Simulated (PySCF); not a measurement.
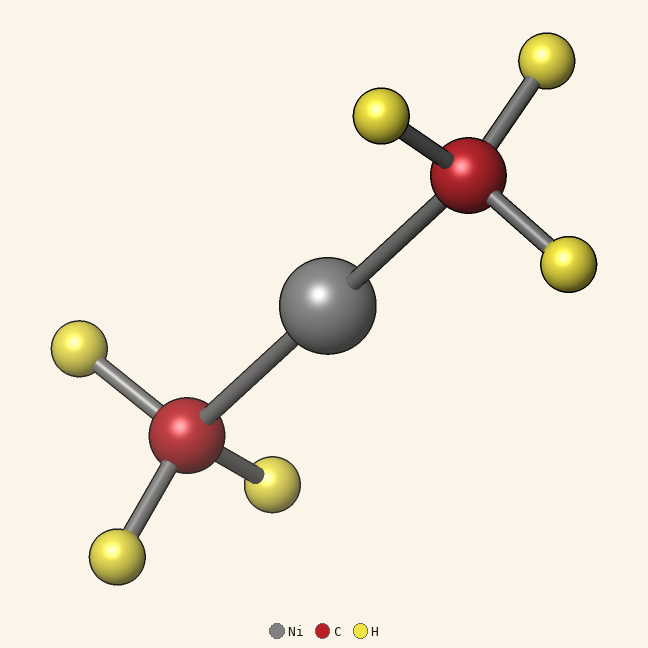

A metal compound. Charge 0, singlet. The computed structure is the end point of a PBE0-D3(BJ)/def2-SVP optimisation. No frequency run is at hand to confirm it as a minimum. Other spin states may lie lower.

Question. What is the coordination number of the metal, and which atoms bind to it?

Answer. Ni binds 2 atoms: 2 C at 1.94 Å. The arrangement is linear.

Question. Give the formal oxidation state and the d-electron count.

Answer. Ni(II), d⁸, counting the ligands as closed-shell ions or neutral donors.
